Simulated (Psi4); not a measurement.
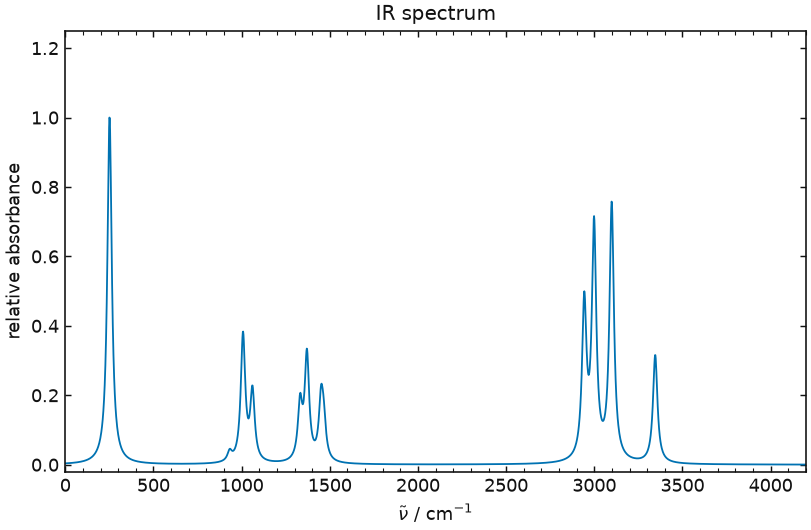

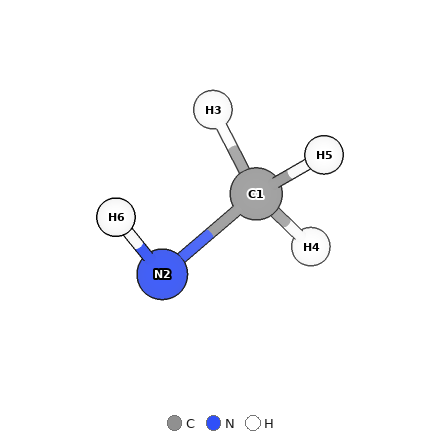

Infrared spectrum of CH₄N, SMILES C[NH], doublet. Unscaled harmonic wavenumbers and double-harmonic intensities, r2SCAN/cc-pVDZ in Psi4 1.11, at a geometry relaxed at this level, isolated molecule. Lorentzian lines of 30 cm⁻¹ full width. Close modes add up in the curve.

Which lines are the most intense?

251.0 cm⁻¹ (42.9 km/mol), 3098.6 cm⁻¹ (31.6 km/mol) and 2998.5 cm⁻¹ (28.6 km/mol).

List the modes.

| cm⁻¹ | km/mol |
| --- | --- |
| 251.0 | 42.9 |
| 932.3 | 1.2 |
| 1007.8 | 15.7 |
| 1061.4 | 8.5 |
| 1331.6 | 6.9 |
| 1370.3 | 13.0 |
| 1450.6 | 7.2 |
| 1465.4 | 4.1 |
| 2943.0 | 19.1 |
| 2998.5 | 28.6 |
| 3098.6 | 31.6 |
| 3345.3 | 13.4 |

Caveats: double-zeta basis.
